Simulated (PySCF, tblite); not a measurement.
# C19H9F3N2: electronic excitations, NMR shifts

What do calculations give for the electronic excitations, NMR shifts of C19H9F3N2 (`N#Cc1c(F)cc(-n2c3ccccc3c3ccccc32)c(F)c1F`)?

Computed with tblite 0.8.0 and PySCF 2.14.0 and routines of our own; the level stands in each step. Atoms count from 0.

## 1. The system as given

33 atoms, charge 0, multiplicity 1; geometry from: force field, distance geometry or constructed start.

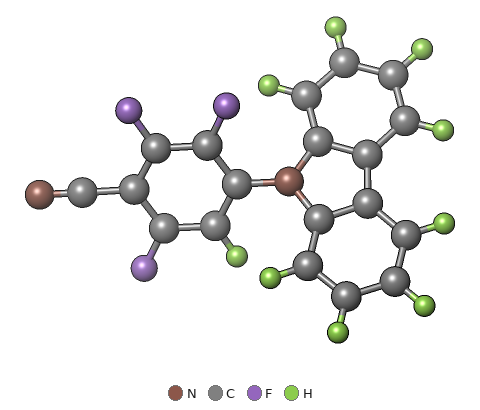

The starting geometry (nitrogen brown, carbon grey, fluorine purple, hydrogen green).

## 2. Optimising the geometry with GFN2-xTB

The job: settings as JSON, then the geometry in Å.

```
{"job": {"kind": "relax", "xc": "GFN2-xTB", "basis": "xTB"}, "charge": 0, "multiplicity": 1}
N      6.597900     1.136400     1.019700
C      5.458200     0.941800     0.851300
C      4.076200     0.693800     0.657200
C      3.315800     1.536800    -0.167600
F      3.889400     2.573900    -0.774200
C      1.951700     1.306700    -0.370100
C      1.330700     0.219600     0.250900
N     -0.052100    -0.019500     0.037700
C     -1.047000     0.956500     0.064100
C     -1.009800     2.328100     0.402100
C     -2.191700     3.071700     0.349900
C     -3.394300     2.473900    -0.002200
C     -3.442800     1.113500    -0.297000
C     -2.256700     0.337900    -0.260200
C     -1.996600    -1.039600    -0.476800
C     -2.819500    -2.137000    -0.822600
C     -2.257100    -3.401900    -1.009300
C     -0.892200    -3.595300    -0.857100
C     -0.056100    -2.525000    -0.504300
C     -0.622100    -1.252700    -0.289700
C      2.080900    -0.616900     1.080900
F      1.510400    -1.628400     1.750400
C      3.446200    -0.374700     1.281700
F      4.136000    -1.198700     2.079000
H      1.418200     1.970500    -1.043600
H     -0.093700     2.814400     0.713300
H     -2.167800     4.133300     0.603100
H     -4.304600     3.067200    -0.032000
H     -4.387100     0.649400    -0.561800
H     -3.884800    -1.994800    -0.962800
H     -2.891000    -4.241100    -1.282700
H     -0.464600    -4.578600    -1.010300
H      1.009900    -2.702100    -0.409500
```

Launch:

```sh
$ OMP_NUM_THREADS=2 python large_run.py task.json out
```

The driver reads the jobs from task.json and runs them one after another.

Output:

```text
step      E/eV     max force
  0   -1776.55137    2.843
  1   -1776.44905    9.307
  2   -1776.65569    2.320
  3   -1776.69861    0.828
  4   -1776.72955    0.264
  5   -1776.74046    0.231
  6   -1776.76100    0.349
  7   -1776.76905    0.208
  8   -1776.77417    0.147
  9   -1776.77816    0.153
 10   -1776.78162    0.198
 11   -1776.78311    0.117
 12   -1776.78377    0.057
 13   -1776.78436    0.089
 14   -1776.78512    0.085
 15   -1776.78574    0.066
 16   -1776.78613    0.042
 17   -1776.78642    0.040
 18   -1776.78675    0.058
 19   -1776.78717    0.065
 20   -1776.78760    0.047
 21   -1776.78802    0.045
 22   -1776.78841    0.047
 23   -1776.78872    0.034
 24   -1776.78891    0.021
 25   -1776.78902    0.021
 26   -1776.78910    0.020
 27   -1776.78918    0.020
 28   -1776.78930    0.024
 29   -1776.78943    0.023
 30   -1776.78956    0.027
 31   -1776.78965    0.025
 32   -1776.78971    0.012
```

Wall time 0.6 s (2 threads of Arm Neoverse V1, shared host); peak memory 0.18 GiB.

Relaxation path: (the energy doesn't fall at every step)

```csv
step,energy from step 0 (eV),largest force (eV/Å)
0,0.0000,2.8431
1,0.1023,9.3069
2,-0.1043,2.3197
3,-0.1472,0.8278
4,-0.1782,0.2646
5,-0.1891,0.2302
6,-0.2096,0.3484
7,-0.2177,0.2080
8,-0.2228,0.1475
9,-0.2268,0.1526
11,-0.2317,0.1167
13,-0.2330,0.0896
15,-0.2344,0.0653
17,-0.2351,0.0397
18,-0.2354,0.0580
20,-0.2362,0.0472
22,-0.2370,0.0470
24,-0.2375,0.0219
26,-0.2377,0.0200
28,-0.2379,0.0245
29,-0.2381,0.0233
30,-0.2382,0.0275
31,-0.2383,0.0245
32,-0.2383,0.0128
```

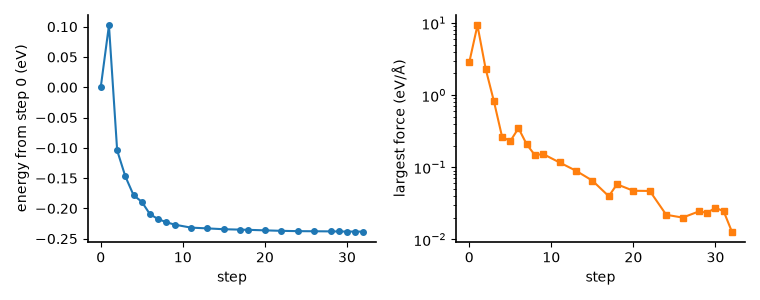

Energy and largest force along the relaxation.

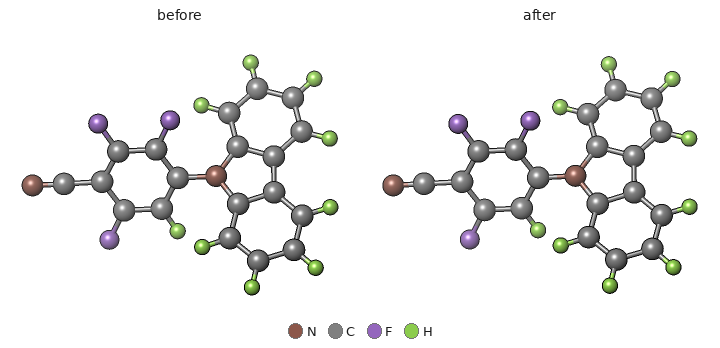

The geometry before (left) and after (right).

Close pairs (by a distance rule), those that changed most:

```csv
bond,before (Å),after (Å),change (Å)
C6–N7,1.419,1.381,-0.038
C12–C13,1.418,1.388,-0.030
C8–C9,1.413,1.385,-0.028
C14–C15,1.415,1.388,-0.027
C18–C19,1.409,1.385,-0.024
N0–C1,1.168,1.145,-0.024
C3–C5,1.398,1.376,-0.022
C13–C14,1.418,1.439,+0.021
```

The final coordinates are the input of the step that follows.

## 3. Electronic excitations: TDDFT CAM-B3LYP/def2-SVP

The job: settings as JSON, then the geometry in Å.

```
{"job": {"kind": "uv", "basis": "def2-SVP", "grid": 1, "kgrid": 0, "vcut": 1.5, "nstates": 6, "ntriplets": 2, "tda": false, "delta": [], "pop": true, "xc": "CAM-B3LYP"}, "charge": 0, "multiplicity": 1}
N      6.550980     1.131921     1.002481
C      5.433927     0.935397     0.849264
C      4.054268     0.696357     0.655957
C      3.273875     1.523796    -0.159133
F      3.851338     2.563713    -0.769776
C      1.933579     1.292399    -0.369889
C      1.295008     0.213503     0.249640
N     -0.048903    -0.023065     0.035364
C     -1.048158     0.945851     0.049337
C     -0.971320     2.289812     0.377119
C     -2.140069     3.029576     0.345679
C     -3.358202     2.448631     0.007568
C     -3.444162     1.101382    -0.286239
C     -2.284116     0.339912    -0.258477
C     -2.018128    -1.057301    -0.479361
C     -2.824309    -2.129642    -0.833736
C     -2.238076    -3.369113    -1.002661
C     -0.865597    -3.535922    -0.850469
C     -0.042770    -2.479170    -0.504475
C     -0.633016    -1.245227    -0.288558
C      2.057889    -0.606410     1.095575
F      1.471175    -1.605470     1.772393
C      3.411964    -0.378546     1.279008
F      4.108854    -1.186524     2.080567
H      1.382346     1.935639    -1.036697
H     -0.039132     2.751907     0.663910
H     -2.102764     4.079785     0.592179
H     -4.247033     3.060679    -0.011824
H     -4.391482     0.645038    -0.528148
H     -3.884763    -1.991608    -0.978327
H     -2.846944    -4.219665    -1.268699
H     -0.427591    -4.509471    -1.009071
H      1.021166    -2.629070    -0.413349
```

Method: TDDFT CAM-B3LYP/def2-SVP, vertical, gas phase, core orbitals frozen in the response, virtual orbitals cut by energy.

Output:

```text
start: PBE on a coarse grid of 29870 points
cycle   1  E = -1135.8513164302  dE =  4.272e+00  |g| = 1.058e+00  |ddm| = 8.681e+00
cycle   2  E = -1134.7320605380  dE =  1.119e+00  |g| = 2.438e+00  |ddm| = 4.830e+00
cycle   3  E = -1136.0233978563  dE = -1.291e+00  |g| = 5.830e-01  |ddm| = 3.667e+00
cycle   4  E = -1136.1017275843  dE = -7.833e-02  |g| = 2.044e-01  |ddm| = 7.552e-01
cycle   5  E = -1136.1091326952  dE = -7.405e-03  |g| = 9.876e-02  |ddm| = 2.767e-01
cycle   6  E = -1136.1109428979  dE = -1.810e-03  |g| = 3.822e-02  |ddm| = 1.594e-01
cycle   7  E = -1136.1112846867  dE = -3.418e-04  |g| = 1.658e-02  |ddm| = 6.581e-02
cycle   8  E = -1136.1113552855  dE = -7.060e-05  |g| = 4.084e-03  |ddm| = 2.509e-02
final grid: 134159 points
cycle   9  E = -1137.0891147197  dE = -1.473e-02  |g| = 1.077e-01  |ddm| = 8.893e-01
cycle  10  E = -1137.0877996449  dE =  1.315e-03  |g| = 1.434e-01  |ddm| = 3.101e-01
cycle  11  E = -1137.0914319141  dE = -3.632e-03  |g| = 1.839e-02  |ddm| = 1.763e-01
cycle  12  E = -1137.0914864252  dE = -5.451e-05  |g| = 1.158e-02  |ddm| = 2.457e-02
cycle  13  E = -1137.0915161025  dE = -2.968e-05  |g| = 2.021e-03  |ddm| = 1.390e-02
cycle  14  E = -1137.0915171557  dE = -1.053e-06  |g| = 5.371e-04  |ddm| = 3.454e-03
cycle  15  E = -1137.0915188191  dE = -1.663e-06  |g| = 2.762e-04  |ddm| = 1.358e-03
cycle  16  E = -1137.0915191360  dE = -3.169e-07  |g| = 1.263e-04  |ddm| = 7.319e-04
cycle  17  E = -1137.0915192612  dE = -1.252e-07  |g| = 3.505e-05  |ddm| = 3.609e-04
converged SCF energy = -1137.0915192612

Static polarisability (au): isotropic 216.906, principal 100.513 241.657 308.549

Singlet excitations
state   eV       nm        f      main configurations
  1   4.1097    301.7   0.37828   H->L 0.94
  2   4.6036    269.3   0.01263   H->L+1 0.76, H-1->L+3 0.12
  3   4.6595    266.1   0.00786   H-1->L 0.88
  4   4.9036    252.8   0.00892   H-3->L 0.41, H->L+2 0.36, H-4->L 0.09
  5   4.9503    250.5   0.19260   H-1->L+1 0.79, H->L+3 0.09
  6   5.5368    223.9   0.10552   H->L+2 0.53, H-3->L 0.32

Triplet excitations (Tamm-Dancoff, eV): 3.3592 3.5563
```

Run time: 64 s. Hardware: 2 threads of Arm Neoverse V1, shared host; peak memory 1.3 GiB.

Frontier orbitals and where they lie:

```csv
orbital,eV,atoms
HOMO−4,-9.54,"C5 18 %, C22 16 %, C2 14 %"
HOMO−3,-9.22,"C20 22 %, C3 19 %, C5 8 %"
HOMO−2,-9.01,"C15 15 %, C18 13 %, C16 12 %"
HOMO−1,-7.76,"C17 16 %, C10 16 %, C14 12 %"
HOMO,-7.52,"N7 22 %, C16 11 %, C11 10 %"
LUMO,-1.12,"C6 24 %, C2 17 %, C22 12 %"
LUMO+1,-0.18,"C10 14 %, C12 14 %, C17 12 %"
LUMO+2,0.12,"C3 26 %, C20 20 %, C5 19 %"
LUMO+3,0.83,"C8 15 %, C11 15 %, C16 12 %"
```

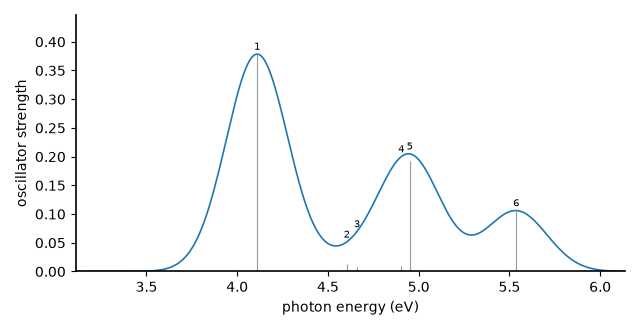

Absorption spectrum from the 6 singlet states computed; above the last one it falls off for lack of states. Lines are broadened to a width of 0.40 eV (Gaussian).

Further results of this job:

```csv
property,computed
dipole moment (D),4.96
polarisability (Å³),32.14
HOMO–LUMO gap (eV),6.40
−ε(HOMO) (eV),7.52
```

## 4. NMR shifts: GIAO KT3/pcSseg-1

Settings changed since step 3:

```diff
@@ -1,2 +1,2 @@
-{"job": {"kind": "uv", "basis": "def2-SVP", "grid": 1, "kgrid": 0, "vcut": 1.5, "nstates": 6, "ntriplets": 2, "tda": false, "delta": [], "pop": true, "xc": "CAM-B3LYP"}, "charge": 0, "multiplicity": 1}
+{"job": {"kind": "nmr", "xc": "KT3", "basis": "pcSseg-1", "pop": false}, "charge": 0, "multiplicity": 1}
 N      6.550980     1.131921     1.002481
```

Method: GIAO KT3/pcSseg-1 NMR shielding, non-relativistic, gas phase.

Output:

```text
start: PBE on a coarse grid of 29870 points
cycle   1  E = -1136.5758076985  dE =  4.453e+00  |g| = 1.064e+00  |ddm| = 6.868e+00
cycle   2  E = -1135.4991799827  dE =  1.077e+00  |g| = 2.411e+00  |ddm| = 4.248e+00
cycle   3  E = -1136.7367023539  dE = -1.238e+00  |g| = 6.171e-01  |ddm| = 3.402e+00
cycle   4  E = -1136.8223898421  dE = -8.569e-02  |g| = 2.054e-01  |ddm| = 7.358e-01
cycle   5  E = -1136.8295563589  dE = -7.167e-03  |g| = 1.017e-01  |ddm| = 2.648e-01
cycle   6  E = -1136.8314000229  dE = -1.844e-03  |g| = 4.002e-02  |ddm| = 1.351e-01
cycle   7  E = -1136.8317637469  dE = -3.637e-04  |g| = 1.766e-02  |ddm| = 6.346e-02
cycle   8  E = -1136.8318404383  dE = -7.669e-05  |g| = 4.500e-03  |ddm| = 2.321e-02
final grid: 285346 points
cycle   9  E = -1155.5675938439  dE = -4.497e-02  |g| = 3.116e-01  |ddm| = 1.146e+00
cycle  10  E = -1155.5127658236  dE =  5.483e-02  |g| = 6.512e-01  |ddm| = 1.088e+00
cycle  11  E = -1155.5792218023  dE = -6.646e-02  |g| = 1.032e-01  |ddm| = 8.145e-01
cycle  12  E = -1155.5814971087  dE = -2.275e-03  |g| = 3.769e-02  |ddm| = 1.217e-01
cycle  13  E = -1155.5818051023  dE = -3.080e-04  |g| = 6.646e-03  |ddm| = 4.034e-02
cycle  14  E = -1155.5818149840  dE = -9.882e-06  |g| = 2.805e-03  |ddm| = 1.250e-02
cycle  15  E = -1155.5818157810  dE = -7.971e-07  |g| = 1.241e-03  |ddm| = 4.950e-03
cycle  16  E = -1155.5818185341  dE = -2.753e-06  |g| = 3.136e-04  |ddm| = 1.764e-03
cycle  17  E = -1155.5818181096  dE =  4.245e-07  |g| = 1.416e-04  |ddm| = 5.275e-04
cycle  18  E = -1155.5818167170  dE =  1.393e-06  |g| = 4.349e-05  |ddm| = 2.281e-04
converged SCF energy = -1155.5818167170

GIAO shielding tensors (ppm)
atom      isotropic    diamagn.    paramagn.     s11        s22        s33       span
  0 N      -49.063     337.331    -386.394   -209.846   -159.960    222.617    432.463
  1 C       81.912     247.726    -165.814    -20.961    -18.101    284.798    305.760
  2 C       98.333     264.166    -165.833     54.873     91.788    148.339     93.466
  3 C       26.732     255.042    -228.310    -38.781     29.944     89.032    127.813
  4 F      266.710     473.041    -206.331    183.607    264.725    351.798    168.191
  5 C       79.476     257.273    -177.797     15.973     64.259    158.196    142.223
  6 C       59.058     257.156    -198.098     -2.805     45.216    134.765    137.570
  7 N      112.195     342.362    -230.167     78.442    104.470    153.672     75.230
  8 C       53.089     251.044    -197.955    -18.490     46.186    131.570    150.060
  9 C       81.261     252.004    -170.743      3.039     65.563    175.183    172.144
 10 C       64.991     251.638    -186.647    -32.303     55.020    172.257    204.560
 11 C       67.985     253.375    -185.390    -27.498     57.595    173.858    201.355
 12 C       70.450     247.062    -176.611    -18.678     56.068    173.961    192.639
 13 C       64.657     256.228    -191.571     -1.489     36.035    159.425    160.914
 14 C       65.743     256.605    -190.862     -0.976     38.206    159.999    160.975
 15 C       71.003     247.074    -176.071    -17.892     56.802    174.098    191.989
 16 C       68.343     253.330    -184.987    -27.709     58.613    174.127    201.836
 17 C       64.779     251.485    -186.706    -32.826     55.054    172.109    204.935
 18 C       78.493     251.943    -173.450     -0.205     62.590    173.093    173.298
 19 C       53.206     250.959    -197.753    -17.937     46.713    130.843    148.780
 20 C       42.579     248.941    -206.363      7.305     28.498     91.933     84.628
 21 F      300.855     478.847    -177.992    236.931    243.335    422.298    185.367
 22 C       30.973     255.937    -224.964    -16.731     16.476     93.173    109.904
 23 F      284.839     467.223    -182.384    206.363    246.700    401.453    195.090
 24 H       24.478      35.490     -11.012     18.583     23.972     30.881     12.299
 25 H       24.167      34.783     -10.616     17.283     24.398     30.819     13.537
 26 H       24.278      29.608      -5.330     19.642     25.398     27.794      8.152
 27 H       24.322      28.021      -3.700     19.899     26.300     26.767      6.867
 28 H       23.540      34.132     -10.592     17.736     24.983     27.902     10.166
 29 H       23.568      34.113     -10.545     17.716     25.112     27.876     10.159
 30 H       24.326      27.975      -3.650     19.860     26.300     26.817      6.956
 31 H       24.256      29.569      -5.313     19.576     25.304     27.889      8.312
 32 H       24.559      34.426      -9.867     18.077     24.709     30.892     12.814
```

Wall time 26 s (2 threads of Arm Neoverse V1, shared host); peak memory 0.99 GiB.

Shifts follow as δ = σ(reference) − σ, with reference shieldings (ppm) from runs at the same level and on the same kind of geometry: ¹H TMS 31.76, ¹³C TMS 184.7, ¹⁹F CFCl3 142.4, ¹⁵N NH3 264.3. The references are single molecules in the gas phase, so shifts against H2O, NH3, PH3, H3PO4 or CFCl3 are not on the usual liquid scales and can be off by tens of ppm. Atoms listed in one row are averaged.

```csv
atoms,environment,σ (ppm),δ (ppm)
C3,aromatic carbon bearing fluorine,26.7,158.0
C22,aromatic carbon bearing fluorine,31.0,153.7
C20,aromatic carbon bearing fluorine,42.6,142.1
"C8, C19",ring-fusion aromatic carbon,53.1,131.5
C6,aromatic carbon bearing nitrogen,59.1,125.6
"C10, C17",aromatic CH,64.9,119.8
"C13, C14",ring-fusion aromatic carbon,65.2,119.5
"C11, C16",aromatic CH,68.2,116.5
"C12, C15",aromatic CH,70.7,114.0
C5,aromatic CH,79.5,105.2
"C9, C18",aromatic CH,79.9,104.8
C1,nitrile carbon,81.9,102.8
C2,substituted aromatic carbon,98.3,86.4
"H28, H29",hydrogen on an aromatic CH,23.55,8.20
"H26, H31",hydrogen on an aromatic CH,24.27,7.49
"H27, H30",hydrogen on an aromatic CH,24.32,7.43
"H25, H32",hydrogen on an aromatic CH,24.36,7.39
H24,hydrogen on an aromatic CH,24.48,7.28
N0,nitrile nitrogen,-49.1,313.4
N7,pyrrole-type ring nitrogen,112.2,152.1
F4,aryl fluorine,266.7,-124.3
F23,aryl fluorine,284.8,-142.4
F21,aryl fluorine,300.9,-158.4
```

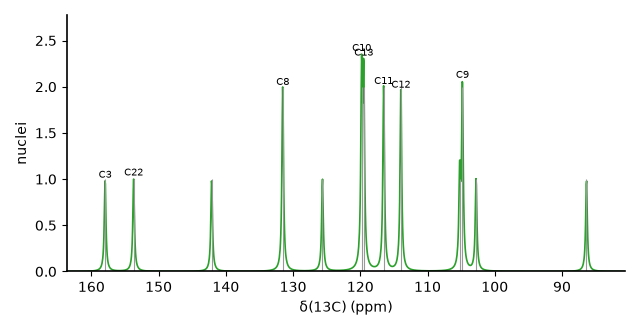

¹³C lines at the computed shifts, without couplings. Lines are broadened to a width of 0.29 ppm (Lorentzian).

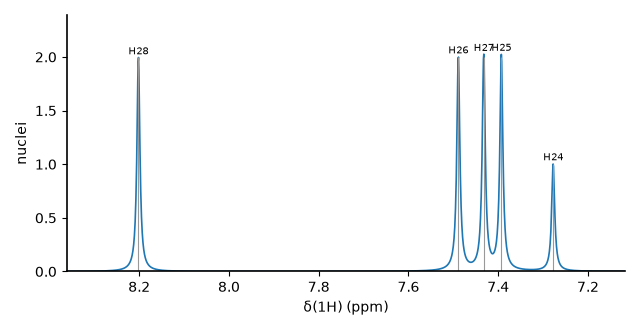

¹H lines at the computed shifts, without couplings. Lines are broadened to a width of 0.01 ppm (Lorentzian).

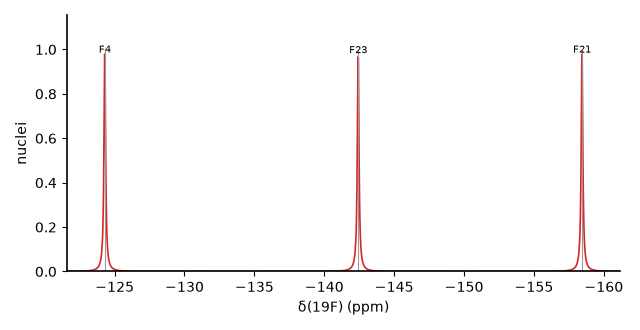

¹⁹F lines at the computed shifts, without couplings. Lines are broadened to a width of 0.14 ppm (Lorentzian).

Ring of atoms C2, C3, C5, C6, C20, C22: NICS(0) -12.0, NICS(1) -9.4, NICS(1)zz -19.1 ppm (means of both faces).

Ring of atoms N7, C8, C13, C14, C19: NICS(0) -7.9, NICS(1) -7.7, NICS(1)zz -15.8 ppm (means of both faces).

Ring of atoms C8, C9, C10, C11, C12, C13: NICS(0) -9.5, NICS(1) -11.0, NICS(1)zz -26.8 ppm (means of both faces).

## 5. Outcome

```
                                                              quantity                                                                                         value
                                   lowest singlet (CAM-B3LYP/def2-SVP)                                                                   4.11 eV (302 nm), f = 0.378
                                                        lowest triplet                                                                                       3.36 eV
¹³C shifts against TMS (KT3/pcSseg-1, means over atoms taken as alike)  158.0, 153.7, 142.1, 131.5, 125.6, 119.8, 119.5, 116.5, 114.0, 105.2, 104.8, 102.8, 86.4 ppm
 ¹H shifts against TMS (KT3/pcSseg-1, means over atoms taken as alike)                                                              8.20, 7.49, 7.43, 7.39, 7.28 ppm
                                 ¹⁵N shifts against NH3 (KT3/pcSseg-1)                                                                              313.4, 152.1 ppm
                               ¹⁹F shifts against CFCl3 (KT3/pcSseg-1)                                                                    -124.3, -142.4, -158.4 ppm
```

The lowest singlet, at 4.11 eV, is HOMO→LUMO 0.94 and is bright. The lowest triplet lies 0.75 eV below the lowest singlet (triplets in Tamm-Dancoff, singlets in full TDDFT). At KT3/pcSseg-1: Shielding is most anisotropic at N0 (span 432 ppm, paramagnetic term -386 ppm). NICS(1)zz of -19 ppm above the planar ring from C2 marks a diatropic (aromatic) ring current. NICS(1)zz of -16 ppm above the planar ring from N7 marks a diatropic (aromatic) ring current. NICS(1)zz of -27 ppm above the planar ring from C8 marks a diatropic (aromatic) ring current.
